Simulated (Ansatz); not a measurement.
C₃H₁₂N₂Si

Input

```
crystal:
  periodic: [false, false, false]
  atoms:
    - {symbol: C, position_ang: [-0.145092, 1.765767, 1.197373]}
    - {symbol: C, position_ang: [-1.143131, 0.705678, 1.680215]}
    - {symbol: C, position_ang: [-2.344179, -2.101312, 1.361488]}
    - {symbol: N, position_ang: [0.184402, -1.548742, 0.064704]}
    - {symbol: N, position_ang: [-1.939599, -0.122104, -0.968314]}
    - {symbol: Si, position_ang: [-1.306116, -0.775365, 0.513617]}
    - {symbol: H, position_ang: [-0.066868, 2.619552, 1.890619]}
    - {symbol: H, position_ang: [0.863957, 1.333399, 1.090681]}
    - {symbol: H, position_ang: [-0.430646, 2.158222, 0.208182]}
    - {symbol: H, position_ang: [-0.848283, 0.326372, 2.675702]}
    - {symbol: H, position_ang: [-2.143954, 1.155428, 1.823360]}
    - {symbol: H, position_ang: [-1.852766, -2.476546, 2.275667]}
    - {symbol: H, position_ang: [-2.517492, -2.961197, 0.694189]}
    - {symbol: H, position_ang: [-3.326652, -1.698355, 1.657993]}
    - {symbol: H, position_ang: [0.896375, -1.019632, -0.429421]}
    - {symbol: H, position_ang: [0.602603, -2.250295, 0.666663]}
    - {symbol: H, position_ang: [-2.060789, -0.728182, -1.774170]}
    - {symbol: H, position_ang: [-2.657652, 0.594841, -0.942435]}
basis:
  gaussian: {orbitals: def2-SVPD}
hamiltonian: {xc: {name: PBE0}}
output: {forces: true, orbitals: {seedname: orbitals}}
```

Run with:

```sh
ansatz run input.yaml --threads 4 --pin off --max-ram 7830MiB --events-out events.jsonl --progress --plain --runs-dir runs
```

Geometry: B3LYP-D3(BJ)/def2-SVP.

Level of theory: isolated molecule in a Gaussian basis; Kohn-Sham density functional theory, functional PBE0 in Ansatz 0.2.0.

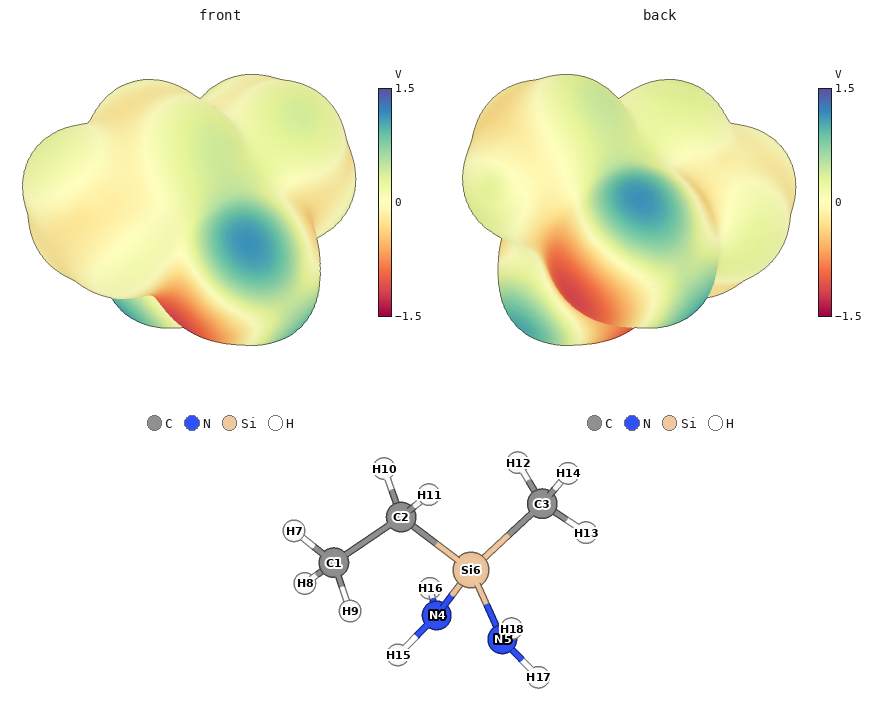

Figure 1. The molecular electrostatic potential painted on the density surface at 0.001 e/bohr³, seen from the front and from behind; red is negative and blue positive. The bare structure is drawn below in the same view.

Q: Describe the electrostatic potential map.

A: The most negative region (about −1.1 V, or −25 kcal/mol for a unit charge) lies over N4 and N5, the most positive (about +1.1 V, or +25 kcal/mol for a unit charge) over H16 and H18.

Q: What dipole moment does the calculation give?

A: Its dipole moment is 0.24 D.

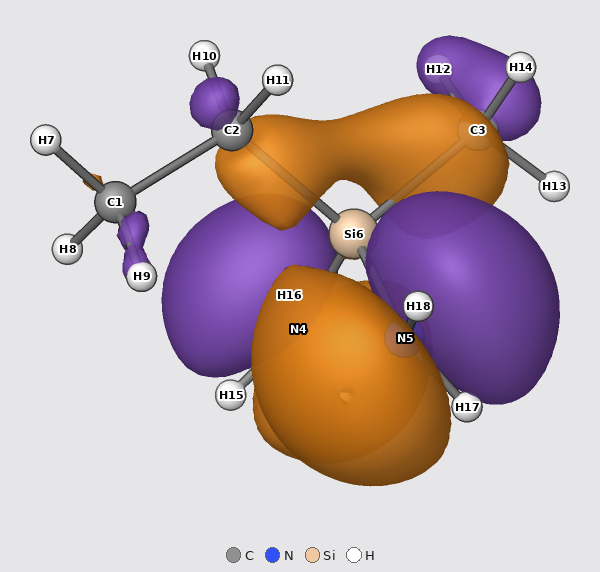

Figure 2. The HOMO−1 at ±0.08 Å⁻³ᐟ² (orange and purple are the two phases), seen at a tilt.

Q: What is the character of this orbital?

A: It lies mainly on N5 (about 45 %) and N4 (about 25 %); largely a combination of lone pairs on N5 and N4. Its energy is −7.16 eV.

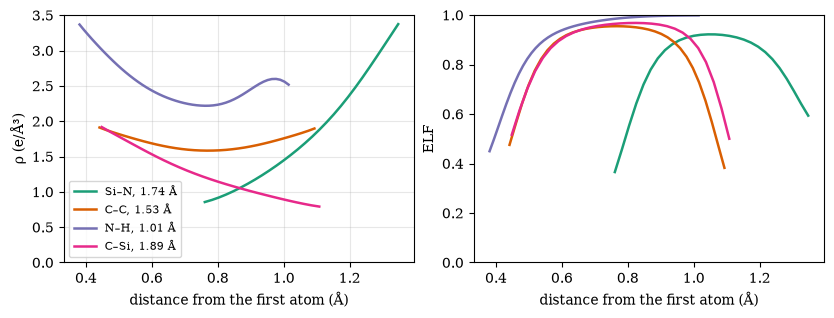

Figure 3. Total electron density and electron localisation function along straight lines between neighbouring atoms. The curves leave out the atomic cores.

Q: What kind of bonding do the profiles show?

A: Si–N (1.74 Å): the density is about 1.1 e/Å³ at the midpoint; the ELF peaks at about 0.90 between the atoms; a polar covalent bond.
C–C (1.53 Å): the density is about 1.6 e/Å³ at the midpoint; the ELF peaks at about 0.95 between the atoms, as expected for a covalent bond.
N–H (1.01 Å): the density is about 2.7 e/Å³ at the midpoint; the ELF climbs to about 1 towards the hydrogen, as it does in any bond to H; an ordinary covalent bond to hydrogen.
C–Si (1.89 Å): the density is about 0.96 e/Å³ at the midpoint; the ELF peaks at about 0.95 between the atoms (localised, covalent bonding).
